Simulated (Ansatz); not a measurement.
# AlIn (built on the sites of a database entry of ScBi): from the cell to its phonons

Task: relax AlIn (built on the sites of a database entry of ScBi), then find its harmonic phonons.

Program: Ansatz 0.2.0. Level of theory: DFT PBEsol, scalar-relativistic, plane waves, PAW. Results are calculated unless marked as measured.

The structure was built from a prototype and need not be the compound's stable phase.

### Step 1. Set-up

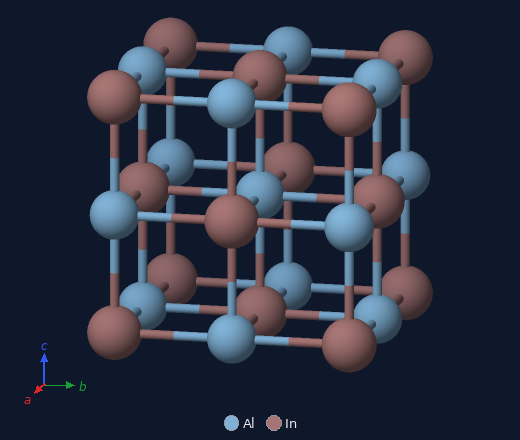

Start, viewed slightly off an axis; aluminium light blue, indium brown. This picture shows the conventional cell, with its axes. Some periodic images of atoms are drawn too.

### Step 2. Coarse relaxation

A rough relaxation comes first, because large forces or stress need no tight tolerances yet.

The input, input.yaml:

```yaml
crystal:
  lattice:
    - [0.0, 2.59081, 2.59081]
    - [2.59081, 0.0, 2.59081]
    - [2.59081, 2.59081, 0.0]
  atoms:
    - { symbol: Al, position: [0.5, 0.5, 0.5] }
    - { symbol: In, position: [0.0, 0.0, 0.0] }
kpoints:
  mp_grid: { grid: [6, 6, 6] }
hamiltonian:
  xc: pbesol
scf:
  occupations: { method: gaussian, width: 0.1 }
output:
  forces: true
  stress: true
  eigenvalues: true
relax:
  adjacent_minimum: "off"
  f_tol: 0.05
  max_steps: 80
  cell: { stress_tol: 0.5 }
```

The run is started by

```bash
ansatz run input.yaml --threads 4 --pin off --max-ram 7168MiB --backend cpu --events-out ev --progress --plain --runs-dir out
```

Numbers of over 12 decimals in the logs are rounded to 6 here.

What it wrote:

```text
The last accepted step is kept in <dir> (removed where the run ends without a failure and the disk answers)
Engine: ansatz 0.2.0, x86_64-unknown-linux-gnu
Pseudopotentials: kind: paw
Pseudopotential: Al, paw, valence charge 3, recommended cutoff 420 eV (normal), Al.paw.azcp
Pseudopotential: In, paw, valence charge 13, recommended cutoff 420 eV (normal), In.paw.azcp
Functional definition: PBEsol
  exchange = pbesol_x
[...]
--- Relaxed structure (4 steps of the walk, 4 accepted, 1 SCFs on fresh bases) ---
  F+E_penalty+E_count = -6049.34729036 eV   max|allowed force component| = 4.109e-31 eV/Å   (the final SCF, on the basis selected at the relaxed cell)
  cell:  # Å, volume = 46.4026 Å³
    - [0, 2.852140, 2.852140]
    - [2.852140, 0, 2.852140]
    - [2.852140, 2.852140, 0]
  atoms:
    - { symbol: Al, position: [0.500000, 0.500000, 0.5] }
    - { symbol: In, position: [0, 0, 0] }
[key lines of the parts left out:]
SCF converged after 5 iterations
Free energy (F): -6049.347290 eV
Fermi energy:    7.890403 eV
P = ⅓ Tr σ = 0.2063 GPa (2.063 kbar)
```

It took 1.2 s on 4 threads of Intel Xeon 6975P-C (Granite Rapids), shared host; peak memory 0.35 GiB; 2.9 s of CPU time.

The steps of the relaxation:

```csv
step,energy less that of the first step (eV),largest force component (eV/Å),pressure (GPa),volume (Å³)
1,0.0000,0.0000,27.87,34.78
2,-0.5800,0.0000,9.83,40.04
3,-0.7193,0.0000,3.07,43.62
4,-0.7434,0.0000,-0.05,46.40
5*,-0.7521,0.0000,0.21,46.40
```

Relaxation steps marked * repeat the geometry before them on a plane-wave basis chosen anew for their cell, so energy and pressure can jump there.

The run keeps the 48 symmetry operations that it works with, so distortions that break them were not tested.

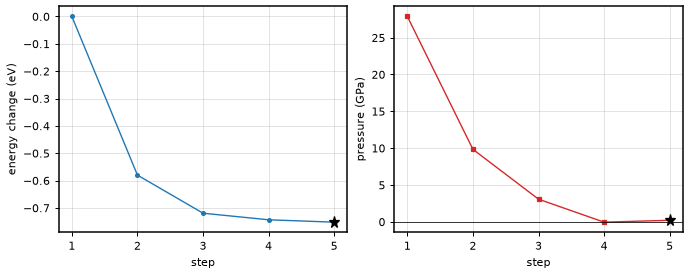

Energy and pressure along the relaxation. Stars mark steps on a basis chosen anew.

```csv
"conventional cell, symmetrised",before,after,change
a (Å),5.182,5.704,+10.1 %
b (Å),5.182,5.704,+10.1 %
c (Å),5.182,5.704,+10.1 %
volume (Å³/atom),17.39,23.20,+33.4 %
```

The relaxed structure:

```cif
data_structure
_symmetry_space_group_name_H-M 'P 1'
_symmetry_Int_Tables_number 1
_cell_length_a 4.0335
_cell_length_b 4.0335
_cell_length_c 4.0335
_cell_angle_alpha 60.000
_cell_angle_beta 60.000
_cell_angle_gamma 60.000
_cell_volume 46.40
loop_
_atom_site_label
_atom_site_type_symbol
_atom_site_fract_x
_atom_site_fract_y
_atom_site_fract_z
_atom_site_occupancy
Al1 Al 0.50000 0.50000 0.50000 1
In2 In 0.00000 0.00000 0.00000 1
```

This step gave:

```yaml
pressure: 0.2063 GPa
volume_per_atom: 23.20 Å³
gap_on_the_k_mesh: 0 eV
```

In this step the volume went from 17.39 to 23.20 Å³/atom.

### Step 3. Relaxation

Harmonic phonons are second derivatives at a point where the forces vanish, and they are wanted at zero stress, so atoms and cell are relaxed first.

The input, input.yaml:

```yaml
crystal:
  lattice:
    - [0.0, 2.8521403005, 2.8521403005]
    - [2.8521403005, 0.0, 2.8521403005]
    - [2.8521403005, 2.8521403005, 0.0]
  atoms:
    - { symbol: Al, position: [0.5, 0.5, 0.5] }
    - { symbol: In, position: [0.0, 0.0, 0.0] }
kpoints:
  mp_grid: { grid: [12, 12, 12] }
hamiltonian:
  xc: pbesol
scf:
  occupations: { method: gaussian, width: 0.1 }
output:
  forces: true
  stress: true
  eigenvalues: true
  write_density: true
  write_potential: true
  elf: true
  volumetric_format: npy
relax:
  adjacent_minimum: "off"
  f_tol: 0.005
  max_steps: 80
  cell: { stress_tol: 0.05 }
```

What it wrote:

```text
[...]
Crystal: 2 atoms, lattice volume = 46.403 Å³
Basis set: ecut = 420 eV, 893 PW (Γ), exchange–correlation on 54×54×54 points (8 copies of the dense FFT grid, shifted against one another)
Bands: 12, of which v1, the nominal top of the filled ones, is band 8 counted from 1 (7 counted from 0)
Symmetry: 48 space group operations
[...]
k-points: 72 of 1728
[...]
SCF iter   1: F=—  HF=-6049.384941 eV  |F-HF|=—  |Δ(HF+E_count)|=         —  Δρ=2.69e-3  dr2=3.64e-3  ethr=1.77e-3  ⟨swp⟩=5.6  Hψ=5472  notcnv=0
[...]
SCF iter   8: F=-6049.382353 eV  HF=-6049.382353 eV  |F-HF|=1.29e-9  |Δ(HF+E_count)|=   8.16e-8  Δρ=1.74e-6  dr2=1.37e-9  ethr=6.25e-10  ⟨swp⟩=9.4  Hψ=6013  notcnv=0
SCF 1 converged in 8 iterations: F = -6049.382353 eV  dr2 = 1.37e-9
[...]
relax step   1: F+E_penalty+E_count = -6049.38235315 eV  Δ(F+E_penalty+E_count) = +0.000e0 eV  max|allowed force component| = 3.386e-30 eV/Å  Δτ_max = 0.0000 Å  P = +0.006 GPa  Ω = 46.403 Å³  (8 SCF iters, dr2 threshold 1.00e-7 eV, accepted)
[...]
SCF iter   1: F=—  HF=-6049.382355 eV  |F-HF|=—  |Δ(HF+E_count)|=         —  Δρ=2.61e-6  dr2=2.19e-9  ethr=5.51e-7  ⟨swp⟩=2.2  Hψ=7516  notcnv=0
eigensolver tolerance schedule: the retry pair's looser diagonalisation over-reported the residual by 40178.47 of it (diagonalisation noise at an unbounded share of the residual, at the tolerance the schedule requests for it); recorded, not acted on — ethr = c·dr2/N_el stays at c = 1.0e-1
[...]
SCF iter   2: F=—  HF=-6049.382353 eV  |F-HF|=—  |Δ(HF+E_count)|=   1.66e-6  Δρ=5.39e-7  dr2=1.45e-10  ethr=1.37e-11  ⟨swp⟩=3.2  Hψ=1959  notcnv=0
[...]
SCF iter   4: F=-6049.382353 eV  HF=-6049.382353 eV  |F-HF|=9.09e-13  |Δ(HF+E_count)|=  2.36e-11  Δρ=5.35e-8  dr2=1.15e-12  ethr=1.00e-12  ⟨swp⟩=4.7  Hψ=3741  notcnv=0
SCF 2 converged in 4 iterations: F = -6049.382353 eV  dr2 = 1.15e-12
relax step   2: F+E_penalty+E_count = -6049.38235316 eV  Δ(F+E_penalty+E_count) = -6.985e-10 eV  max|allowed force component| = 4.930e-31 eV/Å  Δτ_max = 0.0000 Å  P = +0.006 GPa  Ω = 46.403 Å³  stress off target by 5.73e-3 GPa  SCF on the basis re-selected at this cell (its energy is not comparable with the rows above)  (4 SCF iters)
[...]
SCF converged after 4 iterations
Free energy (F): -6049.382353 eV
[...]
Internal energy: -6049.378955 eV  (E = F + TS)
E sigma→0 (E₀):  -6049.380654 eV
Entropy (-TS):   -0.003398 eV (-1.699 meV/atom)
Fermi energy:    7.972047 eV
[...]
--- Stress (GPa, compression-positive) ---
        0.005730       0.000000      -0.000000
       -0.000000       0.005730       0.000000
        0.000000       0.000000       0.005730
  P = ⅓ Tr σ = 0.0057 GPa (0.057 kbar)
--- Band table (eV; the first three rows and the last of 72) ---
  k-point 0: bands = [... 4 lower, -6.3419, -1.5687, 10.4267, 10.4267, 10.4267, 13.1004, 14.5299, 14.5299]
  k-point 1: bands = [... 4 lower, -6.3385, -1.4704, 9.5312, 10.3942, 10.3942, 13.4548, 14.5081, 14.6985]
  k-point 2: bands = [... 4 lower, -6.3282, -1.1749, 7.9226, 10.3327, 10.3327, 13.2283, 14.1958, 14.1958]
  k-point 71: bands = [... 4 lower, -6.2498, 3.3544, 4.1704, 5.2391, 5.2391, 12.9767, 13.1194, 15.1063]
--- Relaxed structure (1 steps of the walk, 1 accepted, 1 SCFs on fresh bases) ---
[...]
cell:  # Å, volume = 46.4026 Å³
    - [0.0, 2.8521403005, 2.8521403005]
    - [2.8521403005, 0.0, 2.8521403005]
    - [2.8521403005, 2.8521403005, 0.0]
  atoms:
    - { symbol: Al, position: [0.500000, 0.500000, 0.500000] }
    - { symbol: In, position: [0.0, 0.0, 0.0] }
```

The job ended after 1.3 s (4 threads; peak memory 0.44 GiB).

Little changed from the start: no atom moved by 0.005 Å and no cell edge by 0.1 %.

This step gave:

```
pressure : 0.005730 GPa
```

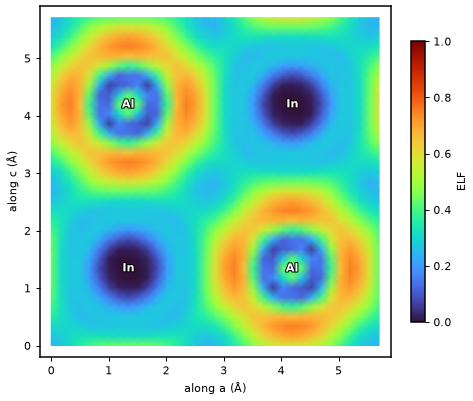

ELF in the ac plane of the conventional cell at fractional y = 0.000, with atoms of Al and In within 0.2 Å of it. It is the smooth field of the valence electrons, not physical close to the nuclei. The map starts off the cell's origin, so that atoms lie inside it.

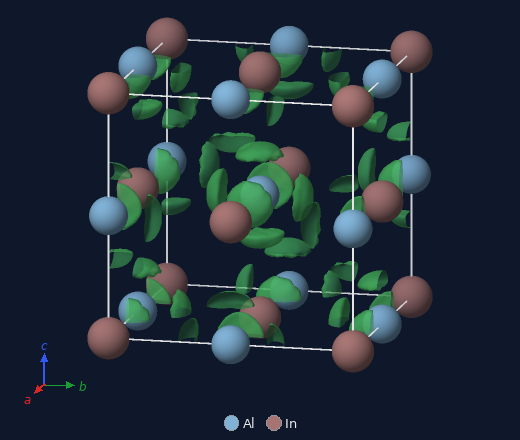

Surface of ELF = 0.67.

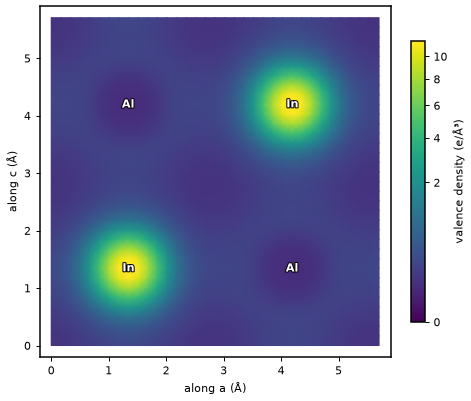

Valence density in the ac plane of the conventional cell at fractional y = 0.000, with atoms of Al and In within 0.2 Å of it. It is the smooth field of the valence electrons, not physical close to the nuclei. The map starts off the cell's origin, so that atoms lie inside it. The colour scale is stretched toward low values.

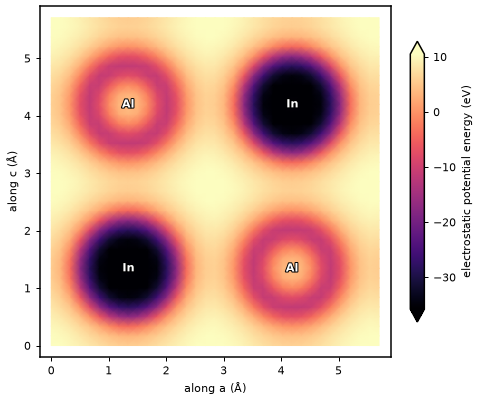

Electrostatic potential energy in the ac plane of the conventional cell at fractional y = 0.000, with atoms of Al and In within 0.2 Å of it. With pseudopotentials it is smooth inside the atoms' cores, unlike the true potential. The map starts off the cell's origin, so that atoms lie inside it.

In this step the volume went from 23.20 to 23.20 Å³/atom.

### Step 4. Tight relaxation

Phonons need a cell at rest on their own settings, so the relaxation is repeated with tight tolerances on forces and stress on the k mesh and occupations of the first response run.

input.yaml, the sections that differ from step 3:

```yaml
scf:
  occupations: { method: methfessel_paxton, width: 0.2 }
output:
  forces: true
  stress: true
  eigenvalues: true
relax:
  adjacent_minimum: "off"
  f_tol: 0.001
  max_steps: 60
  cell: { stress_tol: 0.01 }
# crystal, kpoints, hamiltonian: as in step 3
```

What it wrote:

```text
[...]
Crystal: 2 atoms, lattice volume = 46.403 Å³
Basis set: ecut = 420 eV, 893 PW (Γ), exchange–correlation on 54×54×54 points (8 copies of the dense FFT grid, shifted against one another)
Bands: 12, of which v1, the nominal top of the filled ones, is band 8 counted from 1 (7 counted from 0)
Symmetry: 48 space group operations
[...]
k-points: 72 of 1728
[...]
k-point 71: bands = [... 4 lower, -6.2460, 3.3581, 4.1743, 5.2421, 5.2421, 12.9826, 13.1252, 15.1111]
--- Relaxed structure (2 steps of the walk, 2 accepted, 1 SCFs on fresh bases) ---
[...]
cell:  # Å, volume = 46.3863 Å³
    - [0, 2.851805, 2.851805]
    - [2.851805, 0, 2.851805]
    - [2.851805, 2.851805, 0.0]
  atoms:
    - { symbol: Al, position: [0.5, 0.5, 0.5] }
    - { symbol: In, position: [0, 0, 0] }
[key lines of the parts left out:]
SCF converged after 5 iterations
Free energy (F): -6049.379964 eV
Fermi energy:    7.979629 eV
P = ⅓ Tr σ = 0.0046 GPa (0.046 kbar)
```

Run time: 1.5 s. Hardware: 4 threads; peak memory 0.45 GiB.

Little changed from the start: no atom moved by 0.005 Å and no cell edge by 0.1 %.

Numbers from this step:

```yaml
pressure: 0.004571 GPa
volume_per_atom: 23.19 Å³
```

The forces vanish by symmetry and the pressure is 0.005 GPa, within the tolerances set. The cell now holds 23.19 Å³/atom.

### Step 5. Zone-centre response

The zone centre comes first: it holds the modes that light can see, as far as symmetry allows. No field response is asked, since the mesh shows no gap.

input.yaml, the sections that differ from step 4:

```yaml
crystal:
  lattice:
    - [0.0, 2.8518048579, 2.8518048579]
    - [2.8518048579, 0.0, 2.8518048579]
    - [2.8518048579, 2.8518048579, 0.0]
  atoms:
    - { symbol: Al, position: [0.5, 0.5, 0.5] }
    - { symbol: In, position: [0.0, 0.0, 0.0] }
output:
  eigenvalues: true
phonons:
  method: dfpt
# kpoints, hamiltonian, scf: as in step 4
# relax: removed
```

What it wrote:

```text
[...]
Crystal: 2 atoms, lattice volume = 46.386 Å³
Basis set: ecut = 420 eV, 893 PW (Γ), exchange–correlation on 54×54×54 points (8 copies of the dense FFT grid, shifted against one another)
Bands: 12, of which v1, the nominal top of the filled ones, is band 8 counted from 1 (7 counted from 0)
Symmetry: 48 space group operations
k-points: 163 of 1728 (irreducible under 8 space group operations, time reversal used)
[...]
SCF iter   1: F=—  HF=-6049.382551 eV  |F-HF|=—  |Δ(HF+E_count)|=         —  Δρ=2.70e-3  dr2=3.67e-3  ethr=1.77e-3  ⟨swp⟩=5.2  Hψ=11883  notcnv=0
[...]
SCF iter   9: F=-6049.379964 eV  HF=-6049.379964 eV  |F-HF|=2.73e-12  |Δ(HF+E_count)|=  3.57e-10  S|Δr|=    0.00e0  Δρ=1.00e-7  dr2=3.67e-12  ethr=1.00e-12  ⟨swp⟩=5.4  Hψ=10005  notcnv=0
SCF 1 converged in 9 iterations: F = -6049.379964 eV  dr2 = 3.67e-12
[...]
DFPT response loops at Γ: preconditioner auto → Kerker (q_TF=auto, 2.285 Å⁻¹) (partly filled bands, converged f_vac=0.000); β = 1.00, the filter's whole step (`scf.mixing.beta` (0.50) is not read by the response loops under this deck's `scf.mixing.preconditioner`; to damp them name `kerker` or `kerker_dos`, under which they read `scf.mixing.beta`, and type it under 1.00, their step now; both keys bind the ground state too); Broyden in place of MSR1
SCF converged after 9 iterations
[...]
Free energy (F): -6049.379964 eV
[...]
Internal energy: -6049.383225 eV  (E = F + TS)
E sigma→0 (E₀):  -6049.380779 eV
Entropy (-TS):   0.003260 eV (1.630 meV/atom)
Fermi energy:    7.979628 eV
[...]
--- Band table (eV; the first three rows and the last of 163) ---
  k-point 0: bands = [... 4 lower, -6.3382, -1.5669, 10.4315, 10.4315, 10.4315, 13.1089, 14.5346, 14.5346]
  k-point 1: bands = [... 4 lower, -6.3349, -1.4685, 9.5361, 10.3990, 10.3990, 13.4624, 14.5134, 14.7034]
  k-point 2: bands = [... 4 lower, -6.3245, -1.1729, 7.9271, 10.3374, 10.3374, 13.2343, 14.2013, 14.2013]
  k-point 162: bands = [... 4 lower, -6.2460, 3.3581, 4.1743, 5.2421, 5.2421, 12.9826, 13.1252, 15.1111]
--- Phonons (Γ-DFPT): 2 representative perturbations + reference, on 163 of 1728 k-points (Σ response iterations 7) ---
  k mesh reduced under 8 symmetry operations, with k and −k counted as one. Each operation leaves every solved perturbation unchanged. A smaller set is not used because it would not reduce the number of displacements times k-points to solve
  ASR residual: 3.111e-5 → 0.000e0 eV/Å²; symmetrization residual: 2.372e-6 eV/Å²
  ASR residual per site (eV/Å²): 5.02e-6 3.11e-5
  Γ frequencies (cm⁻¹): 0.00 0.00 0.00 213.37 213.37 213.37
  non-analytic LO–TO correction: not included (Born effective charges unavailable; polar crystals: no LO–TO splitting at Γ)
```

Elapsed: 4.8 s, on 4 threads; peak memory 0.66 GiB; 16 s of CPU time.

This step gave:

| Quantity | Value |
| --- | --- |
| sum-rule residual before enforcement | 3.11e-5 eV/Å² |
| point group | m-3m |
| highest optical mode at the zone centre (no LO-TO term) | 213.4 cm⁻¹ |
| lowest optical zone-centre mode | 213.4 cm⁻¹ |

Patterns of degenerate modes are one choice out of their space. The modes at Γ (shares of kinetic energy by element, %):

```csv
mode,frequency (cm⁻¹),symmetry,Al %,In %
1,0.0,acoustic,19,81
2,0.0,acoustic,19,81
3,0.0,acoustic,19,81
4,213.4,T1u,81,19
5,213.4,T1u,81,19
6,213.4,T1u,81,19
```

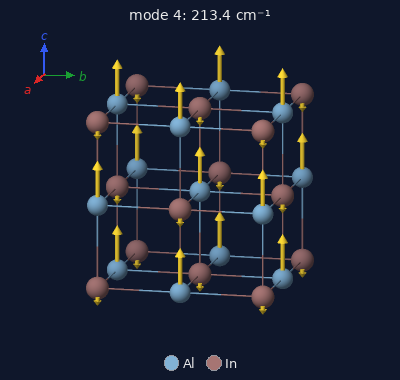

Displacement patterns of mode 4 at Γ; arrows are exaggerated. Some periodic images of atoms are drawn too.

Before it was imposed, the acoustic sum rule was missed by 3.1e-5 eV/Å². Small misses are needed for a sound result but don't prove that mesh and cutoff are converged. The lowest optical mode is real, 213 cm⁻¹.

(Continued in part 2 of 2.)

[Logs are printed without paths, hosts, clocks, repeated set-up lines and the standing remarks that a program may print on its own settings, such as how far it seeks lower states.]

[Hosts, paths, dates, database ids (printed as entryN), source tags and the programs' standing remarks are cut or masked in the printed files.]
